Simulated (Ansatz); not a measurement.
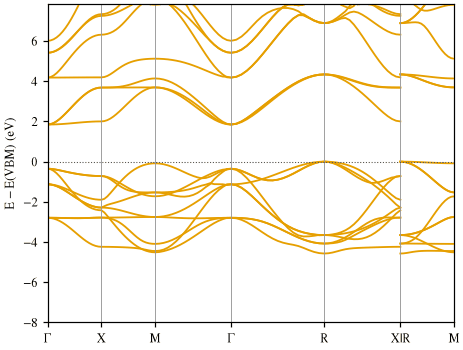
Figure: Band structure from PBE (plane waves, PAW; program Ansatz)

### Question
Read off the gap and where the band edges lie.

### Answer
About 1.8 eV (1.85 eV by a search for the band edges); maximum at R, minimum at Γ.

The material is SrTiO$_{3}$ (cubic perovskite, Pm-3m).

Symmetry was held in the PBE relaxation. No spin polarisation was allowed. Spin–orbit coupling is left out wherever it is not named.

Potentials: the earlier of the program's two PAW sets.
